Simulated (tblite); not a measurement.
## Geometry relaxation of C$_{4}$H$_{11}$BClSi (part 1 of 3)

- system: C$_{4}$H$_{11}$BClSi, multiplicity 2, SMILES CBC[SiH2]C[CH]Cl
- method: GFN2-xTB geometry optimisation, gas phase (tblite 0.8.0)

It belongs to a series of runs on one base structure; here: H removed from sp3 C.

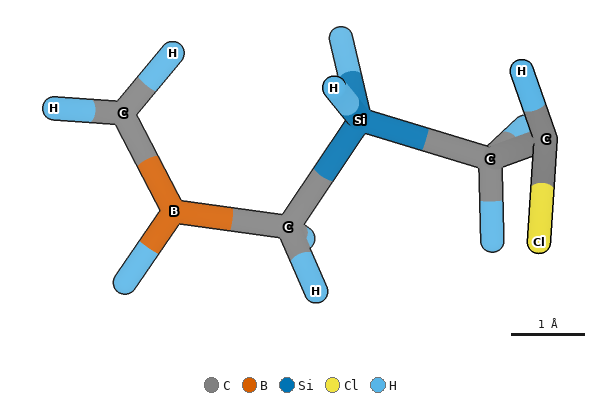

**Figure 1.** The input geometry (stick view, seen at a tilt). Bond lengths as drawn: B–C 1.57 to 1.60 Å, B–H 1.19 Å, C–C 1.50 Å, C–Cl 1.79 Å, C–H 1.09 to 1.13 Å, C–Si 1.86 to 1.87 Å and H–Si 1.47 to 1.48 Å.

Results in brief

```json
{"quantity": "outcome", "value": "converged"}
{"quantity": "total energy", "value": "−587.7676 eV"}
{"quantity": "hardware", "value": "1 CPU thread, shared host"}
{"quantity": "wall time", "value": "1.2 s"}
{"quantity": "peak memory", "value": "0.18 GiB"}
```

Input
```
{"job": {"kind": "relax", "xc": "GFN2-xTB", "basis": "xTB"}, "charge": 0, "multiplicity": 2}
C     -2.885000     0.073400    -0.111200
B     -1.838500    -1.055400     0.221600
C     -0.384000    -1.060300    -0.440800
Si     0.407900     0.626900    -0.403300
C      2.157600     0.354300    -1.008200
C      3.177800     0.964800    -0.090800
Cl     3.693000    -0.224300     1.145900
H     -2.347100     1.018300    -0.223300
H     -3.594800     0.104100     0.767500
H     -3.435300    -0.140800    -1.040500
H     -2.303200    -2.129800     0.438500
H      0.308100    -1.762500     0.048700
H     -0.469300    -1.370500    -1.502600
H     -0.325800     1.508500    -1.315700
H      0.382000     1.241800     0.942500
H      2.366100    -0.752300    -1.016500
H      2.257000     0.702100    -2.045000
H      2.824800     1.908000     0.356700
```

The first line tells a small driver script what to run in tblite; the rest is the geometry in Å.

Launched with:
```bash
OMP_NUM_THREADS=1 python <driver script> task.json out
```

The program's output
```
step      E/eV     max force
  0    -586.87785    2.267
  1    -587.12531    1.655
  2    -587.30331    0.781
  3    -587.35919    0.751
  4    -587.40138    0.463
  5    -587.42125    0.314
  6    -587.43710    0.322
  7    -587.45418    0.459
  8    -587.47229    0.438
  9    -587.48797    0.276
 10    -587.50038    0.236
 11    -587.50954    0.218
 12    -587.51866    0.265
 13    -587.52726    0.197
 14    -587.53271    0.142
 15    -587.53652    0.134
 16    -587.54042    0.185
 17    -587.54483    0.190
 18    -587.54954    0.208
 19    -587.55373    0.201
 20    -587.55721    0.154
 21    -587.56045    0.119
 22    -587.56353    0.107
 23    -587.56604    0.106
 24    -587.56808    0.102
 25    -587.56986    0.100
 26    -587.57157    0.089
 27    -587.57310    0.080
 28    -587.57430    0.073
 29    -587.57529    0.074
 30    -587.57630    0.078
 31    -587.57748    0.080
 32    -587.57867    0.082
 33    -587.57967    0.074
 34    -587.58056    0.069
 35    -587.58169    0.070
 36    -587.58331    0.093
 37    -587.58508    0.101
 38    -587.58647    0.079
 39    -587.58758    0.087
 40    -587.58888    0.090
 41    -587.59106    0.117
 42    -587.59369    0.130
 43    -587.59610    0.142
 44    -587.59818    0.115
 45    -587.60016    0.119
 46    -587.60212    0.144
 47    -587.60402    0.109
 48    -587.60636    0.113
 49    -587.60912    0.105
 50    -587.61193    0.178
 51    -587.61531    0.155
 52    -587.61808    0.175
 53    -587.62036    0.108
 54    -587.62238    0.149
 55    -587.62431    0.118
 56    -587.62686    0.126
 57    -587.62891    0.123
 58    -587.63110    0.118
 59    -587.63319    0.109
 60    -587.63583    0.137
 61    -587.63939    0.137
 62    -587.64404    0.197
 63    -587.64869    0.179
 64    -587.65246    0.121
 65    -587.65465    0.227
 66    -587.65812    0.203
 67    -587.66168    0.183
 68    -587.66819    0.109
 69    -587.67050    0.133
 70    -587.67308    0.147
 71    -587.67507    0.116
 72    -587.67751    0.110
 73    -587.67939    0.118
 74    -587.68122    0.099
 75    -587.68277    0.087
 76    -587.68424    0.071
 77    -587.68560    0.079
 78    -587.68707    0.101
 79    -587.68898    0.104
 80    -587.69127    0.134
 81    -587.69331    0.116
 82    -587.69485    0.073
 83    -587.69618    0.083
 84    -587.69758    0.080
 85    -587.69903    0.105
 86    -587.70027    0.115
 87    -587.70132    0.111
 88    -587.70243    0.095
 89    -587.70422    0.097
 90    -587.70635    0.104
 91    -587.70835    0.103
 92    -587.70975    0.094
 93    -587.71067    0.070
 94    -587.71138    0.068
 95    -587.71208    0.062
 96    -587.71277    0.057
 97    -587.71353    0.075
 98    -587.71439    0.084
 99    -587.71533    0.060
100    -587.71614    0.065
101    -587.71680    0.071
102    -587.71750    0.078
103    -587.71841    0.088
104    -587.71956    0.075
105    -587.72077    0.076
106    -587.72186    0.091
107    -587.72296    0.102
108    -587.72438    0.096
109    -587.72673    0.099
110    -587.72904    0.075
111    -587.73042    0.083
112    -587.73200    0.092
113    -587.73396    0.092
114    -587.73639    0.124
115    -587.73784    0.102
116    -587.73905    0.102
117    -587.73982    0.070
118    -587.74039    0.041
119    -587.74089    0.047
120    -587.74189    0.080
121    -587.74305    0.106
122    -587.74438    0.097
123    -587.74547    0.063
124    -587.74640    0.062
125    -587.74740    0.081
126    -587.74854    0.089
127    -587.74956    0.082
128    -587.75034    0.051
129    -587.75094    0.063
130    -587.75143    0.063
131    -587.75183    0.041
132    -587.75219    0.041
133    -587.75255    0.039
134    -587.75289    0.039
135    -587.75308    0.037
136    -587.75325    0.024
137    -587.75342    0.026
138    -587.75362    0.030
139    -587.75390    0.041
140    -587.75425    0.047
141    -587.75461    0.045
142    -587.75491    0.039
143    -587.75521    0.039
144    -587.75560    0.051
145    -587.75620    0.072
146    -587.75699    0.082
147    -587.75816    0.095
148    -587.75966    0.094
149    -587.76130    0.120
150    -587.76280    0.131
151    -587.76414    0.089
152    -587.76502    0.059
153    -587.76568    0.058
154    -587.76611    0.051
155    -587.76643    0.045
156    -587.76665    0.037
157    -587.76683    0.035
158    -587.76704    0.040
159    -587.76724    0.035
160    -587.76741    0.029
161    -587.76751    0.024
162    -587.76757    0.017
163    -587.76760    0.012
164    -587.76763    0.009
```

Trajectory as extended XYZ (Å, eV, eV/Å), 27 of the 165 frames kept, from step=0 to step=164
```
18
Properties=species:S:1:pos:R:3:forces:R:3 step=0 energy=-586.87785
C    -2.8850    0.0734   -0.1112    0.1370   0.0170   1.1430
B    -1.8385   -1.0554    0.2216   -0.1970  -1.3930  -1.7780
C    -0.3840   -1.0603   -0.4408   -0.3710  -0.2850   0.4190
Si    0.4079    0.6269   -0.4033   -0.7320   0.8200   0.4010
C     2.1576    0.3543   -1.0082    1.9400  -0.9720  -0.1690
C     3.1778    0.9648   -0.0908   -1.2160  -0.7720   0.5990
Cl    3.6930   -0.2243    1.1459   -0.1630   1.0890  -0.7290
H    -2.3471    1.0183   -0.2233   -0.6490   0.0400   0.0430
H    -3.5948    0.1041    0.7675    0.4360   0.3400  -1.2160
H    -3.4353   -0.1408   -1.0405    0.1430   0.0920   0.6050
H    -2.3032   -2.1298    0.4385    0.2310   0.3000   0.5890
H     0.3081   -1.7625    0.0487   -0.3670  -0.0660  -0.2180
H    -0.4693   -1.3705   -1.5026   -0.0780   0.0330   0.6320
H    -0.3258    1.5085   -1.3157    0.1350   0.2240  -0.0950
H     0.3820    1.2418    0.9425    0.0240  -0.0970  -0.1520
H     2.3661   -0.7523   -1.0165   -0.1650   0.9240  -0.2650
H     2.2570    0.7021   -2.0450    0.1030   0.0940   0.3440
H     2.8248    1.9080    0.3567    0.7890  -0.3870  -0.1530
18
Properties=species:S:1:pos:R:3:forces:R:3 step=6 energy=-587.43710
C    -2.8548    0.0607   -0.0830   -0.2150   0.0070   0.0060
B    -1.8820   -1.1573    0.0740   -0.0290   0.0430   0.3180
C    -0.4028   -1.0632   -0.4187   -0.1650  -0.1730  -0.0680
Si    0.3802    0.6526   -0.4038   -0.1820   0.0110   0.0420
C     2.1745    0.3249   -1.0162    0.2970  -0.0460   0.0170
C     3.1063    0.9193   -0.0497    0.0110  -0.0780   0.0640
Cl    3.7161   -0.1518    1.1441    0.0530   0.1030   0.0400
H    -2.3983    1.0389   -0.2068    0.0660  -0.1000   0.0230
H    -3.5940    0.1389    0.7116    0.0260  -0.0550   0.0560
H    -3.4309   -0.1334   -0.9845   -0.1380   0.0290  -0.1710
H    -2.2986   -2.1603    0.5208    0.0080  -0.0060   0.0010
H     0.2666   -1.7909    0.0443   -0.0950  -0.0240   0.0510
H    -0.4688   -1.3709   -1.4647    0.0800  -0.0270  -0.1420
H    -0.3027    1.5572   -1.3391    0.1290   0.0900  -0.0030
H     0.3843    1.2428    0.9450   -0.0150  -0.0280  -0.1010
H     2.3768   -0.7492   -1.0681   -0.0710   0.1560  -0.1330
H     2.2994    0.7378   -2.0205    0.0560   0.0900   0.1590
H     2.9201    1.9102    0.3390    0.1830   0.0080  -0.1560
18
Properties=species:S:1:pos:R:3:forces:R:3 step=13 energy=-587.52726
C    -2.9088    0.0286   -0.0856   -0.0980   0.1080   0.0220
B    -1.9289   -1.1785    0.0935    0.0190  -0.0380  -0.0560
C    -0.4602   -1.0900   -0.4467    0.0680   0.0180  -0.0330
Si    0.3612    0.6225   -0.4270    0.0490   0.0870   0.0570
C     2.2003    0.3369   -0.9923   -0.0620  -0.0680  -0.0630
C     3.1278    0.8897   -0.0132    0.0980   0.0450  -0.1650
Cl    3.7657   -0.1004    1.2098    0.0000  -0.1250   0.1460
H    -2.4032    0.9809   -0.1946    0.0560   0.1040   0.0060
H    -3.6291    0.1294    0.7220   -0.0630  -0.0720   0.0160
H    -3.4886   -0.1066   -0.9967   -0.0870  -0.0870  -0.0410
H    -2.3074   -2.1731    0.5876   -0.0130   0.0040   0.0430
H     0.1846   -1.8144    0.0559    0.0360   0.0040   0.0140
H    -0.4545   -1.4013   -1.4944   -0.1300  -0.0520  -0.0340
H    -0.2218    1.6147   -1.3488    0.0120  -0.0950  -0.0040
H     0.3666    1.2288    0.9105   -0.0360  -0.0550   0.0170
H     2.3728   -0.7270   -1.1487    0.0930   0.0140   0.0620
H     2.3462    0.8359   -1.9500   -0.0310   0.0740  -0.0080
H     3.0683    1.9303    0.2424    0.0910   0.1350   0.0210
18
Properties=species:S:1:pos:R:3:forces:R:3 step=19 energy=-587.55373
C    -2.9399    0.0312   -0.0904    0.0370  -0.0930  -0.0020
B    -1.9449   -1.1739    0.0826    0.0340   0.0160   0.0810
C    -0.4715   -1.0930   -0.4639   -0.0310   0.0240   0.0420
Si    0.3746    0.6132   -0.4195    0.0350  -0.0690  -0.0330
C     2.2303    0.3507   -0.9857   -0.0910   0.0490   0.0130
C     3.1895    0.8950   -0.0325   -0.0230   0.0310   0.0170
Cl    3.7443   -0.0979    1.2425   -0.0390   0.0060   0.0210
H    -2.4184    0.9821   -0.1879   -0.1970  -0.0250  -0.0280
H    -3.6613    0.1013    0.7225    0.0480   0.0410  -0.0250
H    -3.5319   -0.1206   -0.9957    0.0580   0.0590   0.0210
H    -2.3102   -2.1563    0.6165    0.0030   0.0330  -0.0350
H     0.1729   -1.8112    0.0515   -0.0300  -0.0250  -0.0750
H    -0.5049   -1.4288   -1.5063    0.0300   0.0580   0.0500
H    -0.1959    1.5928   -1.3597   -0.0060  -0.0390   0.0100
H     0.3439    1.2021    0.9246    0.0120  -0.0440   0.0030
H     2.4120   -0.7110   -1.1511    0.0340   0.0650  -0.0350
H     2.3377    0.8849   -1.9306    0.0320  -0.0750  -0.0160
H     3.1650    1.9457    0.2066    0.0930  -0.0110  -0.0090
18
Properties=species:S:1:pos:R:3:forces:R:3 step=25 energy=-587.56986
C    -2.9616    0.0218   -0.0916    0.0040   0.0250   0.0000
B    -1.9469   -1.1651    0.0991   -0.0430   0.0330  -0.0190
C    -0.4808   -1.0942   -0.4623   -0.0120  -0.0410   0.0100
Si    0.3853    0.5967   -0.4155    0.0250  -0.0350  -0.0180
C     2.2424    0.3718   -0.9816    0.0960   0.0170  -0.0200
C     3.2167    0.9026   -0.0343   -0.0190   0.0020   0.0720
Cl    3.7091   -0.0878    1.2723   -0.0470   0.0400  -0.0270
H    -2.4860    0.9932   -0.1952    0.0380   0.0100  -0.0090
H    -3.6776    0.0876    0.7244   -0.0460  -0.0220  -0.0070
H    -3.5489   -0.1266   -0.9994    0.0100  -0.0740   0.0380
H    -2.3125   -2.1462    0.6342    0.0150   0.0320   0.0020
H     0.1592   -1.8307    0.0275    0.0130  -0.0460   0.0010
H    -0.5336   -1.4198   -1.5052    0.0040   0.0640  -0.0240
H    -0.1827    1.5627   -1.3650   -0.0470   0.0300  -0.0070
H     0.3363    1.1627    0.9338    0.0390   0.0180   0.0490
H     2.4488   -0.6810   -1.1647   -0.0560  -0.0570   0.0170
H     2.3463    0.9003   -1.9285    0.0210   0.0400  -0.0100
H     3.2779    1.9582    0.1755    0.0030  -0.0360  -0.0480
18
Properties=species:S:1:pos:R:3:forces:R:3 step=32 energy=-587.57867
C    -2.9745    0.0199   -0.0882   -0.0360   0.0140  -0.0040
B    -1.9480   -1.1510    0.1092    0.0120  -0.0160  -0.0050
C    -0.4861   -1.0998   -0.4628    0.0360   0.0390  -0.0360
Si    0.3985    0.5840   -0.4107   -0.0060   0.0520   0.0250
C     2.2596    0.3829   -0.9868    0.0160  -0.0070   0.0150
C     3.2261    0.9039   -0.0283    0.0230  -0.0650   0.0040
Cl    3.6641   -0.0693    1.3061   -0.0360   0.0340   0.0130
H    -2.5208    0.9998   -0.2030    0.0180   0.0100  -0.0400
H    -3.7040    0.0773    0.7158   -0.0050   0.0000   0.0560
H    -3.5567   -0.1694   -0.9903    0.0160  -0.0060  -0.0560
H    -2.3118   -2.1239    0.6525   -0.0040  -0.0550   0.0610
H     0.1422   -1.8640    0.0012    0.0050   0.0190  -0.0290
H    -0.5500   -1.3816   -1.5174   -0.0240  -0.0120  -0.0190
H    -0.1930    1.5472   -1.3548   -0.0010  -0.0030   0.0420
H     0.3621    1.1402    0.9461    0.0360   0.0090  -0.0050
H     2.4505   -0.6743   -1.1702    0.0010   0.0050  -0.0160
H     2.3774    0.9246   -1.9250   -0.0330  -0.0260  -0.0020
H     3.3557    1.9598    0.1303   -0.0180   0.0060  -0.0040
18
Properties=species:S:1:pos:R:3:forces:R:3 step=38 energy=-587.58647
C    -2.9833    0.0113   -0.0902    0.0290  -0.0180  -0.0150
B    -1.9427   -1.1480    0.1228    0.0240   0.0130   0.0180
C    -0.4898   -1.0868   -0.4803   -0.0180  -0.0260   0.0250
Si    0.4114    0.5908   -0.3911   -0.0310  -0.0340   0.0030
C     2.2690    0.3783   -0.9870   -0.0440  -0.0300  -0.0200
C     3.2478    0.8879   -0.0354   -0.0660  -0.0260  -0.0330
Cl    3.5937   -0.0390    1.3562   -0.0080   0.0000   0.0300
H    -2.5431    0.9951   -0.2324    0.0140  -0.0310  -0.0070
H    -3.7123    0.0790    0.7160    0.0070  -0.0130  -0.0680
H    -3.5445   -0.2141   -0.9990   -0.0540   0.0240   0.0360
H    -2.2972   -2.1142    0.6940    0.0660   0.0440  -0.0030
H     0.1388   -1.8695   -0.0506    0.0370   0.0130  -0.0050
H    -0.5745   -1.3411   -1.5417   -0.0170   0.0490   0.0170
H    -0.2186    1.5480   -1.3146    0.0550   0.0470   0.0320
H     0.4252    1.1416    0.9693   -0.0140  -0.0300  -0.0280
H     2.4421   -0.6793   -1.1807    0.0120  -0.0380   0.0130
H     2.3860    0.9193   -1.9242   -0.0320   0.0070  -0.0230
H     3.3831    1.9470    0.0926    0.0400   0.0460   0.0290
```
